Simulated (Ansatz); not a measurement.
## TiC, response to strain

Consider TiC in the rock salt structure (space group Fm-3m, No. 225; a = 4.328 Å; relaxed with 0.1 eV smearing). Axes: x, y, z lie along the cube axes.

Strains are applied to the cell and any free atomic positions relax; under biaxial strain the out-of-plane vector relaxes too.

The values are results of DFT with r2SCAN, PAW potentials and a 500 eV plane-wave cutoff in Ansatz (a quantum-chemistry and plane-wave program), no SOC, not measurements.

Notes on the quantities. energy relative to the base: free energy F.

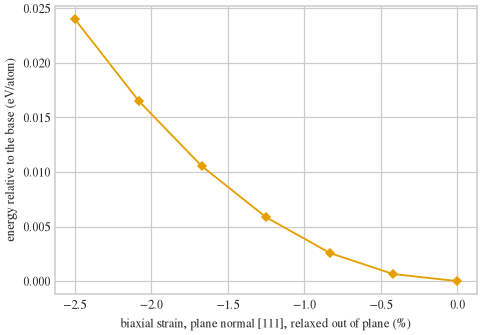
*Energy relative to the base against biaxial strain, plane normal [111], relaxed out of plane*

**Question.** From the plot, what is the energy relative to the base for biaxial strain −1.67 %, plane normal [111], relaxed out of plane?

**Answer.** About 0.011 eV/atom.

**Question.** Is the trend monotonic over the range shown?

**Answer.** Yes, it falls throughout, spanning 0 meV/atom to +24 meV/atom.

Stability against distortions was not tested. The final runs are not spin-polarised.
